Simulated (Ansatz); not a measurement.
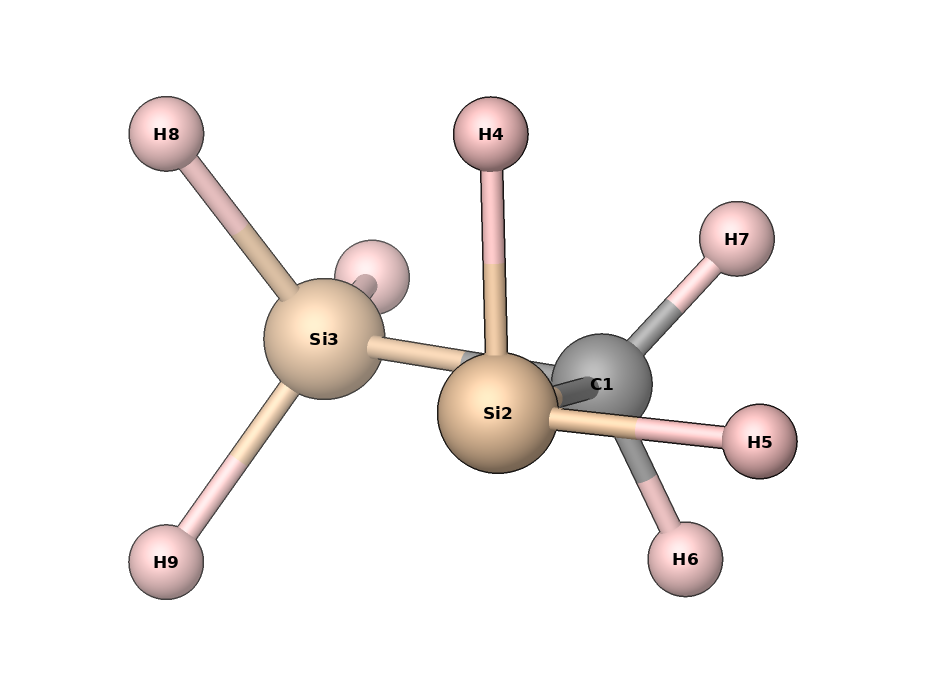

C1 lies behind Si2. The molecule seen a little off the Si2–C1 bond, Si2 in front. Atoms fade into the background with distance from the viewer. State: charge −1, singlet. The geometry was computed by an optimisation with PBE-D4/def2-SVPD. No frequency run is at hand to confirm it as a minimum.

What is the torsion angle H4–Si2–C1–Si3? The sign is positive where the front bond must turn clockwise to cover the back bond.

Answer. −85°, about perpendicular.
